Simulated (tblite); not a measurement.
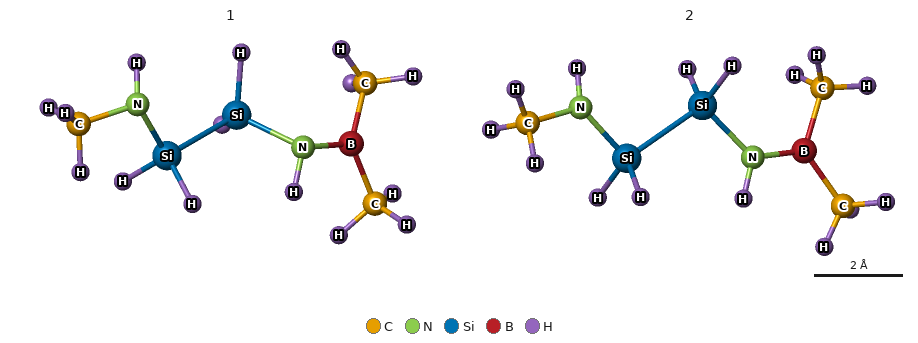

Two geometries of C3H15BN2Si2, drawn at one scale. One is the start of a relaxation, the other its converged end. A ball-and-stick model, seen from a free direction.

Theory: GFN2-xTB geometry optimisation, gas phase (tblite). 

### Which geometry has the lower energy?

Structure 2 is the relaxed one. The atom that moves furthest after the best rigid fit is an H atom (1.45 Å). By element the largest moves are H 1.45 Å, N 0.67 Å, Si 0.53 Å, B 0.37 Å, C 0.23 Å. Some distances before and after: B–N 1.509 → 1.404 Å, N–Si 1.771 → 1.718 Å, H–N 1.059 → 1.008 Å, Si–Si 2.250 → 2.293 Å. Bond angles that change, for instance: Si–N–B 114.2° → 130.2°, C–N–Si 106.9° → 122.8°, Si–N–H 109.7° → 118.6°. Groups turn about Si–Si by about 60°, B–C by about 40°, B–C by about 40°. After 228 geometry steps the energy has fallen by 29.0 kcal/mol.
